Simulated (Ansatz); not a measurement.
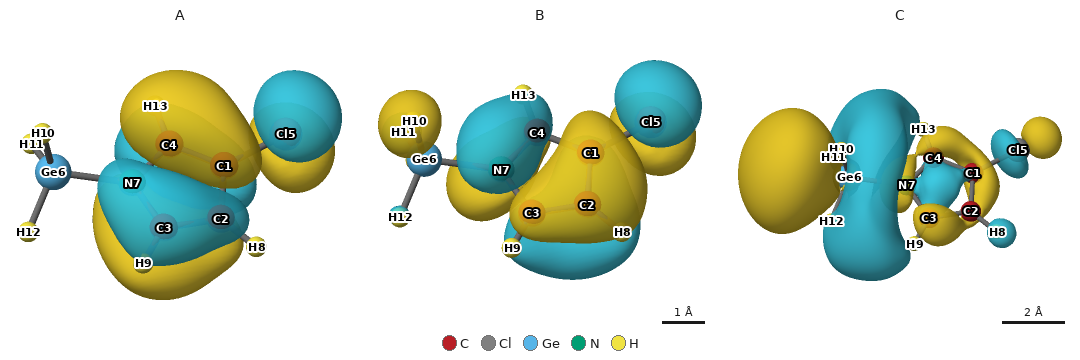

Figure. C₄H₆ClGeN. Three frontier orbitals at ±0.05 Å⁻³ᐟ² (yellow and cyan are the two phases), in no order.

Geometry: B3LYP/def2-SVP.

Level of theory: isolated molecule in a Gaussian basis; Kohn-Sham density functional theory, functional PBE0 in Ansatz.

Input

```
crystal:
  periodic: [false, false, false]
  atoms:
    - {symbol: C, position_ang: [0.521492, 0.884192, -1.740143]}
    - {symbol: C, position_ang: [1.823068, 0.878503, -1.161613]}
    - {symbol: C, position_ang: [1.786821, -0.052705, -0.143886]}
    - {symbol: C, position_ang: [-0.256986, -0.033786, -1.064185]}
    - {symbol: Cl, position_ang: [0.001811, 1.862293, -3.075578]}
    - {symbol: Ge, position_ang: [-0.070819, -1.834106, 1.216722]}
    - {symbol: N, position_ang: [0.525467, -0.614313, -0.082440]}
    - {symbol: H, position_ang: [2.674454, 1.480383, -1.470590]}
    - {symbol: H, position_ang: [2.574638, -0.364143, 0.540014]}
    - {symbol: H, position_ang: [-0.763923, -1.069686, 2.359262]}
    - {symbol: H, position_ang: [-1.054510, -2.779844, 0.510817]}
    - {symbol: H, position_ang: [1.190115, -2.557213, 1.711869]}
    - {symbol: H, position_ang: [-1.295963, -0.313376, -1.222390]}
basis:
  gaussian: {orbitals: def2-SVPD}
hamiltonian: {xc: pbe0}
output: {forces: true, orbitals: {seedname: orbitals}}
```

Command:

```sh
ansatz run input.yaml --threads 2 --pin off --max-ram 5220MiB --events-out events.jsonl --progress --plain --runs-dir runs
```

**Order the three orbitals by energy and name them.**

B is the HOMO−1 (−7.02 eV). Its weight (Hirshfeld) is mainly on C2 (about 35 %), N7 (about 20 %), C1 (about 10 %), Cl5 (about 10 %) and C3 (about 10 %). A is the HOMO (−6.32 eV). By Hirshfeld shares it lies mainly on C4 (about 30 %), C3 (about 20 %), C1 (about 20 %), Cl5 (about 15 %), N7 (about 5 %) and C2 (about 5 %). C is the LUMO (−0.25 eV). Its weight (Hirshfeld) is mainly on Ge6 (about 55 %), N7 (about 10 %), H12 (about 5 %), H11 (about 5 %) and H10 (about 5 %).

**What is the HOMO–LUMO gap?**

6.07 eV between the orbital energies.
